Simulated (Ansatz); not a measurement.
```tsv
atom	x (Å)	y (Å)	z (Å)
C	-0.1278	0.6335	1.2061
Se	-1.2398	0.1118	-0.3055
B	0.0525	-0.7360	-1.4375
Cl	1.7406	-0.8828	-1.0070
Cl	-0.5072	-1.3829	-2.9624
H	0.3139	-0.2494	1.6611
H	-0.7881	1.1297	1.9150
H	0.6479	1.3190	0.8743
```

Geometry: PBE0-D4/def2-TZVP.

Theory: RKS PBE0-D4/def2-TZVPP (Ansatz 0.2.0).

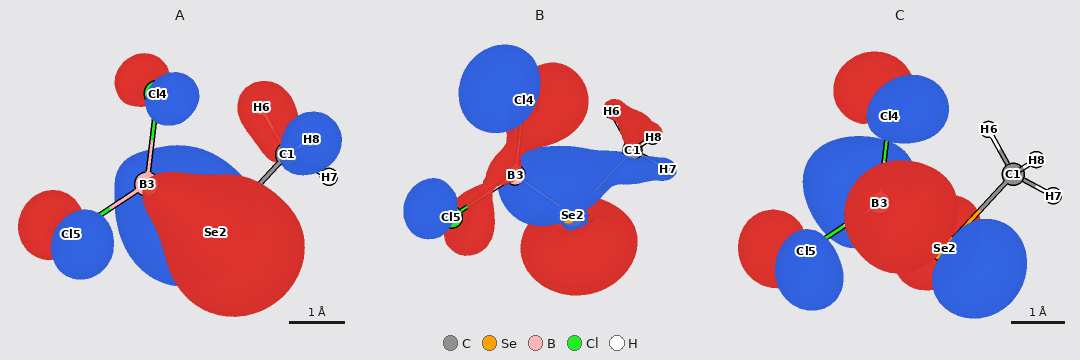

CH3BCl2Se (SMILES C[Se]B(Cl)Cl). Three frontier orbitals at ±0.1 Å⁻³ᐟ² (blue and red are the two phases), in no order.

Question: Which picture is the HOMO−1, the HOMO and the LUMO?

Answer: B is the HOMO−1 (−8.72 eV). Its weight (Hirshfeld) is mainly on Se2 (about 50 %), Cl4 (about 30 %), B3 (about 10 %) and Cl5 (about 5 %). A is the HOMO (−7.32 eV). It lies mainly on Se2 (about 70 %), B3 (about 10 %) and Cl5 (about 5 %); largely a lone pair of Se2. C is the LUMO (−1.24 eV). Its weight (Hirshfeld) is mainly on B3 (about 45 %), Se2 (about 20 %), Cl4 (about 15 %) and Cl5 (about 15 %).

Question: What is the HOMO–LUMO gap?

Answer: 6.08 eV between the orbital energies.
